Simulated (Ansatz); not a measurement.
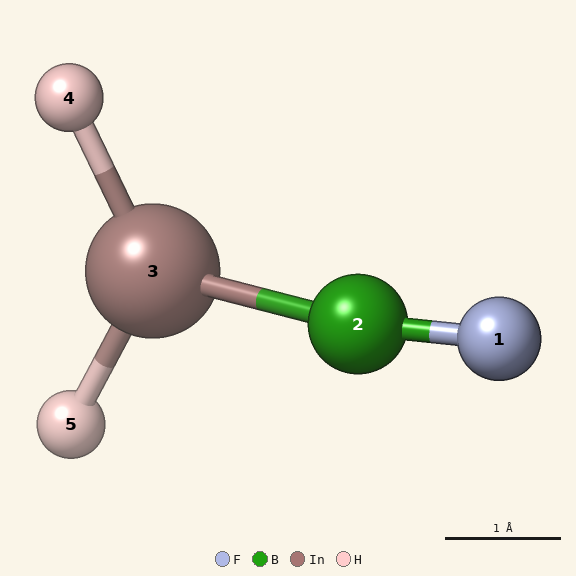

Orthographic view. Depth is shown by fading: the farther an atom, the more it takes the colour of the background. The species is neutral and a spin doublet. Computed geometry: PBE0-D4/def2-TZVP optimisation. No frequency run is at hand to confirm it as a minimum.

Give the distance matrix in Å.

```
atom    F1    B2   In3    H4    H5
  F1  0.00                        
  B2  1.28  0.00                  
 In3  3.43  2.19  0.00            
  H4  4.45  3.30  1.71  0.00      
  H5  4.45  3.30  1.71  3.06  0.00
```
